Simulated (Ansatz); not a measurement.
**A computed series for BN: response to strain**

The reference is BN in the wurtzite structure (space group P6_3mc, No. 186; a = 2.5410 Å, c = 4.2033 Å). Axes: x lies along a and z along c of the hexagonal cell.

Strains are applied to the cell and any free atomic positions relax; under biaxial strain the out-of-plane vector relaxes too.

Calculations: PBEsol (Ansatz, a program for electronic structure, PAW, without spin-orbit coupling).

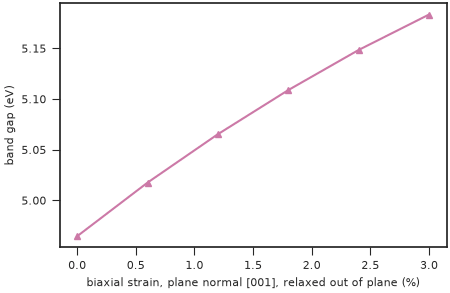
Band gap against biaxial strain, plane normal [001], relaxed out of plane

Q: From the plot, what is the band gap for biaxial strain +1.80 %, plane normal [001], relaxed out of plane?

A: About 5.11 eV.

Q: Is the trend monotonic over the range shown?

A: Yes, it rises throughout, spanning 4.96 eV to 5.18 eV.

Stability against distortions was not tested.
